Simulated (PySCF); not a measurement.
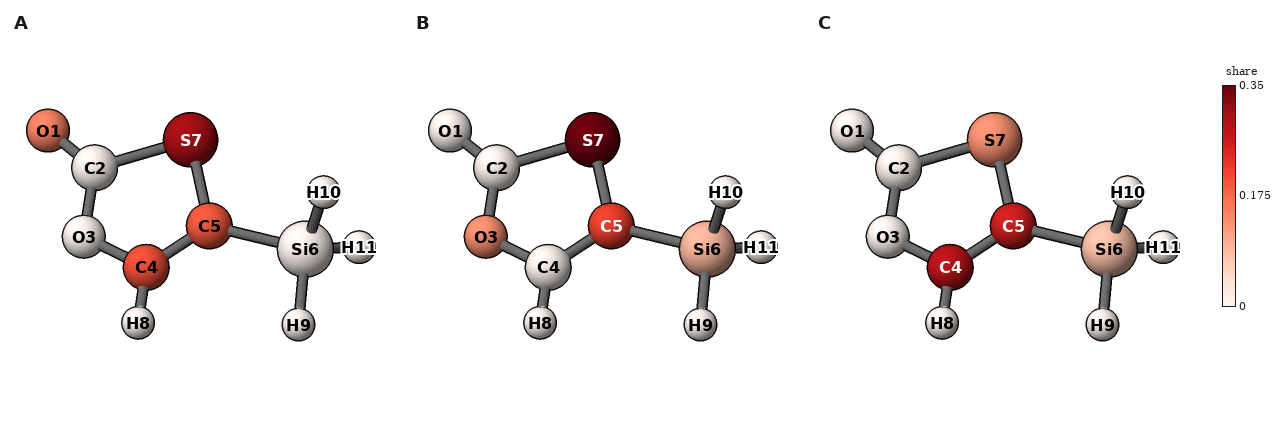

Each panel colours the atoms by their Löwdin share in one orbital (up to four of the largest shares; other atoms are shown as zero). The geometry was computed by an optimisation with GFN2-xTB. No frequency run is at hand to confirm it as a minimum. Method: B3LYP/def2-SVPD (PySCF 2.14.0).

### The panels show the HOMO−2, HOMO, LUMO, in some order. Which is which?

A: HOMO, −6.93 eV; S7 0.30, C4 0.20, C5 0.19, O1 0.14
B: HOMO−2, −9.20 eV; S7 0.34, C5 0.21, O3 0.13, Si6 0.09
C: LUMO, −1.07 eV; C4 0.28, C5 0.25, S7 0.13, Si6 0.08

The geometry is semi-empirical. Around Si such bond lengths and angles can be off by a tenth of an ångström or more and by several degrees, and values that hang on the shape move with them.
